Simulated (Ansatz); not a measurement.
A series of calculations on SiH4OBrCl

## 1. Relaxation

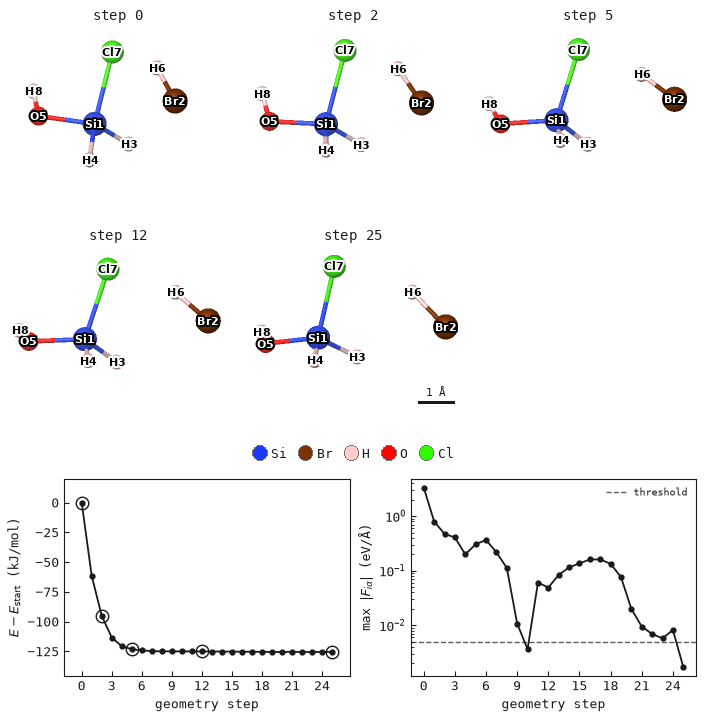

Frames of a relaxation of SiH4OBrCl (started from a transition state, displaced along its imaginary mode), marked on the history of the run. Style: ball-and-stick. Shown at a tilt.

These are results of RKS PBE0-D4/def2-TZVP (Ansatz 0.2.0), not measurements.

Input
```yaml
crystal:
  periodic: [false, false, false]
  atoms:
    - {symbol: Si, position_ang: [-0.517647, -0.186607, 0.103144]}
    - {symbol: Br, position_ang: [2.193630, -1.085841, 0.850891]}
    - {symbol: H, position_ang: [-0.631231, -1.345151, -0.829008]}
    - {symbol: H, position_ang: [-0.703051, -0.718932, 1.503068]}
    - {symbol: O, position_ang: [-1.633954, 1.004111, 0.106647]}
    - {symbol: H, position_ang: [2.022830, -0.141742, -0.075915]}
    - {symbol: Cl, position_ang: [0.873986, 0.918651, -0.996990]}
    - {symbol: H, position_ang: [-1.604462, 1.555511, -0.661738]}
basis:
  gaussian: {orbitals: def2-TZVP}
hamiltonian: {xc: pbe0, dispersion: d4}
relax: {f_tol: 0.005, max_steps: 200}
```

Launched with:
```bash
ansatz run in.yaml --threads 4 --pin off --events-out ev --progress --plain --max-ram 9574MiB
```

Q: Describe the path.

A: After 25 geometry steps the energy has fallen by 125.4 kJ/mol. The largest force component goes from 3.3 to 0.0017 eV/Å. The forces were under the threshold at step 10, but the run went on from there. The largest move after the best rigid fit is that of Br2, 1.01 Å. Largest moves by element: Br 1.01 Å, H 0.89 Å, Cl 0.63 Å, O 0.48 Å, Si 0.37 Å. Among the contacts that change: Si1–Br2 2.953 → 4.033 Å, Br2–Cl7 3.029 → 3.880 Å, H6–Cl7 1.815 → 2.551 Å, Br2–H6 1.334 → 1.427 Å. Bond angles that change, for instance: H4–Si1–Cl7 139.2° → 107.9°, O5–Si1–Cl7 94.1° → 110.6°, H3–Si1–O5 121.1° → 112.5°. Groups turn about Si1–O5 by about 20°. From step 0 to 2: Br2 moves most (0.39 Å), energy −95.0 kJ/mol. From step 2 to 5: Br2 moves most (0.59 Å), energy −28.1 kJ/mol. From step 5 to 12: H8 moves most (0.25 Å), energy −1.89 kJ/mol. From step 12 to 25: Br2 moves most (0.41 Å), energy −0.42 kJ/mol.

```
step  E − E(0), kJ/mol  largest force component, eV/Å
   0              0.00                         3.3062
   1            -61.60                         0.7944
   2            -95.05                         0.4724
   3           -113.31                         0.4059
   4           -120.62                         0.1986
   5           -123.10                         0.3048
   6           -124.04                         0.3655
   7           -124.76                         0.2167
   8           -124.86                         0.1122
   9           -124.93                         0.0107
  10           -124.94                         0.0037
  11           -124.96                         0.0607
  12           -124.99                         0.0491
  13           -125.04                         0.0841
  14           -125.09                         0.1146
  15           -125.14                         0.1362
  16           -125.20                         0.1603
  17           -125.27                         0.1606
  18           -125.34                         0.1335
  19           -125.39                         0.0763
  20           -125.41                         0.0199
  21           -125.41                         0.0095
  22           -125.41                         0.0069
  23           -125.41                         0.0058
  24           -125.41                         0.0082
  25           -125.41                         0.0017
```

## 2. Relaxation

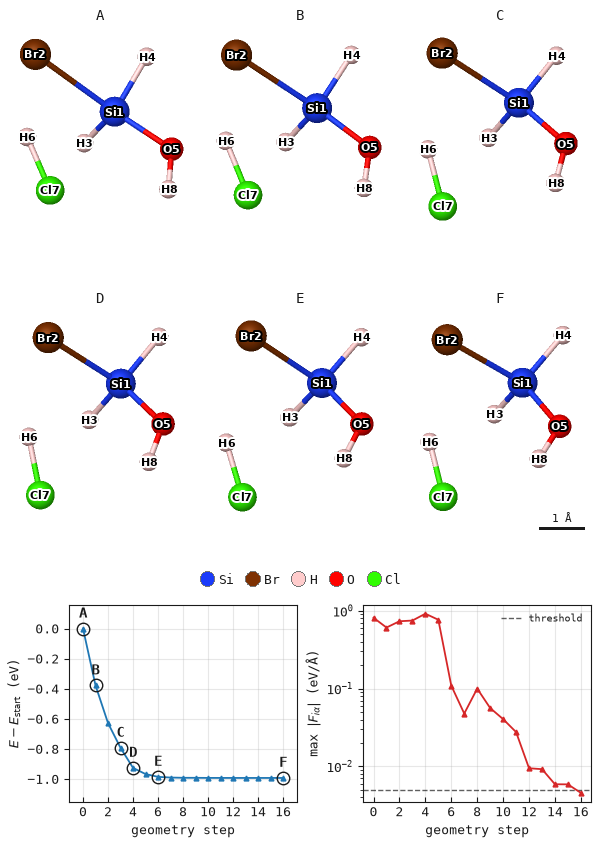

Frames of a relaxation of SiH4OBrCl (started from a transition state, displaced along its imaginary mode), marked on the history of the run. A ball-and-stick model, seen at a tilt.

Level of theory: RKS PBE0-D4/def2-TZVP (Ansatz 0.2.0).

The input:
```yaml
crystal:
  periodic: [false, false, false]
  atoms:
    - {symbol: Si, position_ang: [-0.455441, -0.444761, 0.338124]}
    - {symbol: Br, position_ang: [1.690223, -1.033093, 1.045311]}
    - {symbol: H, position_ang: [-0.554258, -1.333357, -0.834530]}
    - {symbol: H, position_ang: [-0.937133, -0.850446, 1.650437]}
    - {symbol: O, position_ang: [-1.431725, 0.870236, 0.198920]}
    - {symbol: H, position_ang: [1.828719, 0.228514, -0.506301]}
    - {symbol: Cl, position_ang: [1.236051, 1.063144, -1.348268]}
    - {symbol: H, position_ang: [-1.376336, 1.499763, -0.543594]}
basis:
  gaussian: {orbitals: def2-TZVP}
hamiltonian: {xc: pbe0, dispersion: d4}
relax: {f_tol: 0.005, max_steps: 200}
```

Run as
```bash
ansatz run in.yaml --threads 4 --pin off --events-out ev --progress --plain --max-ram 9574MiB
```

Q: What happens along the run?

A: After 16 geometry steps the energy has fallen by 0.992 eV. Largest force component: 0.81 eV/Å at the start, 0.0046 eV/Å at the end. The largest move after the best rigid fit is that of H8, 0.76 Å. By element the largest moves are H 0.76 Å, Cl 0.67 Å, Si 0.43 Å, O 0.33 Å, Br 0.28 Å. Near-neighbour distances that change, for instance: Si1–Cl7 2.825 → 3.893 Å, Br2–H6 2.005 → 2.547 Å, Br2–Cl7 3.214 → 3.749 Å, Si1–Br2 2.335 → 2.248 Å. Among the angles between lasting bonds that change: Br2–Si1–O5 140.6° → 110.9°, Br2–Si1–H4 87.8° → 107.1°, H4–Si1–O5 95.9° → 107.5°. From step 0 to 1: H4 moves most (0.20 Å), energy −0.378 eV. From step 1 to 3: H4 moves most (0.32 Å), energy −0.415 eV. From step 3 to 4: H8 moves most (0.19 Å), energy −0.133 eV. From step 4 to 6: H atoms move most (0.15 Å), energy −0.060 eV. From step 6 to 16: H3 moves most (0.20 Å), energy −0.007 eV.

```csv
step,"E − E(0), eV","largest force component, eV/Å"
0,0.0000,0.8148
1,-0.3778,0.6095
2,-0.6282,0.7341
3,-0.7925,0.7499
4,-0.9254,0.9182
5,-0.9664,0.7677
6,-0.9849,0.1090
7,-0.9895,0.0478
8,-0.9912,0.0999
9,-0.9913,0.0563
10,-0.9919,0.0405
11,-0.9920,0.0276
12,-0.9921,0.0095
13,-0.9921,0.0092
14,-0.9921,0.0059
15,-0.9921,0.0059
16,-0.9921,0.0046
```

## 3. Reaction

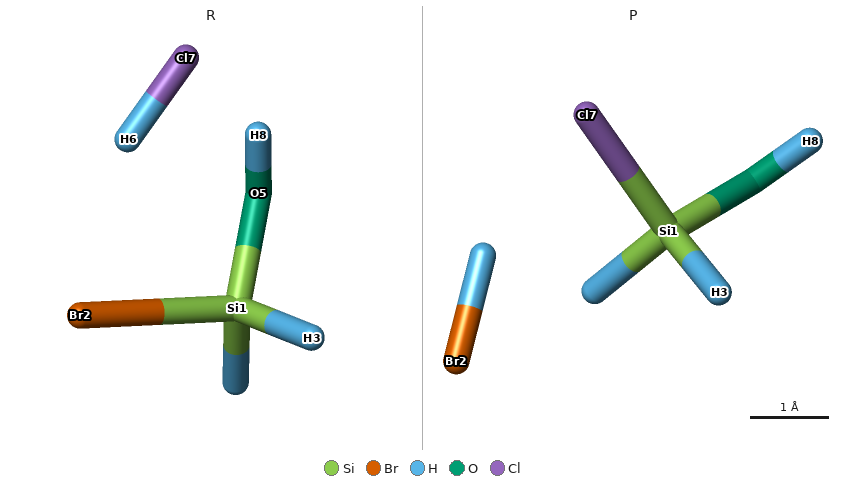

Reactant (R) and product (P) of one elementary step of SiH₄OBrCl. Style: stick. Shown from a free direction.

Stationary points at PBE0-D4/def2-TZVP, single-point energies with CCSD(T)/CBS, BLYP-D4, BHLYP-D4, PBE0-D4, B3LYP-D4, PBE-D4 (def2-TZVPP where no basis is named; Ansatz 0.2.0). The energies are electronic, without zero-point or thermal terms, and both ends are the minima reached downhill from the saddle, with any fragments still in contact. CCSD(T)/CBS stands for a frozen-core estimate: MP2 correlation extrapolated from def2-TZVPP and def2-QZVPP, CCSD(T) minus MP2 from the smaller set.

R:
```xyz
8

Si   -0.6972   -0.7211    0.5626
Br    1.4788   -0.8750    1.1038
H    -0.8582   -1.6127   -0.6068
H    -1.4686   -1.1623    1.7381
O    -1.1102    0.8204    0.2576
H     1.8526    0.7369   -0.8320
Cl    1.4547    1.5370   -1.7662
H    -0.6518    1.2770   -0.4569
```

P:
```xyz
8

Si   -0.6608    0.1568    0.0845
Br    2.7737   -1.8855    0.6292
H    -0.6163   -1.0660   -0.7461
H    -0.4858   -0.1002    1.5236
O    -2.0644    0.9704   -0.0781
H     2.4921   -0.5913    0.0990
Cl    0.9308    1.3170   -0.5544
H    -2.3694    1.1988   -0.9576
```

**What is the transition state like, and how high is the barrier?**

Counted by bonded pieces, R holds HCl + SiH₃BrO and P holds HBr + SiH₃ClO. From R over the saddle to P, bonds form: Si1–Cl7 (3.89 → 2.45 → 2.07 Å), Br2–H6 (2.55 → 1.66 → 1.43 Å). Bonds break: Si1–Br2 (2.25 → 2.64 → 4.03 Å), H6–Cl7 (1.29 → 1.56 → 2.55 Å). The saddle has one imaginary mode, 416i cm⁻¹. With CCSD(T)/CBS the barrier is 37.3 kcal/mol from R and 35.9 kcal/mol from P, and P lies 1.4 kcal/mol above R.

| level | barrier from R (kcal/mol) | barrier from P (kcal/mol) | P less R (kcal/mol) |
| --- | --- | --- | --- |
| CCSD(T)/CBS | 37.3 | 35.9 | 1.4 |
| BLYP-D4 | 31.1 | 29.6 | 1.6 |
| BHLYP-D4 | 40.5 | 39.4 | 1.1 |
| PBE0-D4 | 32.3 | 30.5 | 1.9 |
| B3LYP-D4 | 34.9 | 33.5 | 1.4 |
| PBE-D4 | 27.5 | 25.3 | 2.2 |

Against CCSD(T)/CBS, B3LYP-D4 comes closest on the barrier from R (−2.4 kcal/mol) and PBE-D4 misses most (−9.8 kcal/mol).

Saddle geometry:

```xyz
8

Si   -0.4865   -0.3157    0.2206
Br    1.9419   -1.0595    0.9481
H    -0.5927   -1.3393   -0.8318
H    -0.8201   -0.7847    1.5768
O    -1.5328    0.9372    0.1528
H     1.9258    0.0434   -0.2911
Cl    1.0550    0.9909   -1.1726
H    -1.4904    1.5276   -0.6027
```

The saddle point in the same view, with dashed sticks for the bonds that form or break:

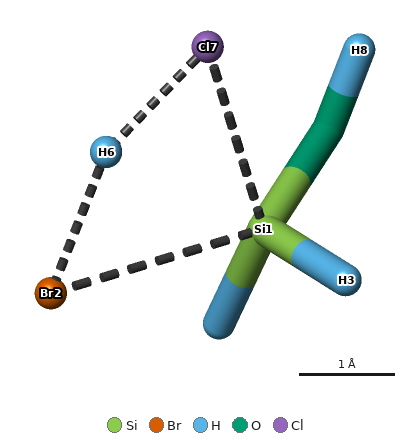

Limits of the set-up: the start holds two separate molecules, 2.5 Å apart at their closest, whose relative position is a soft coordinate.
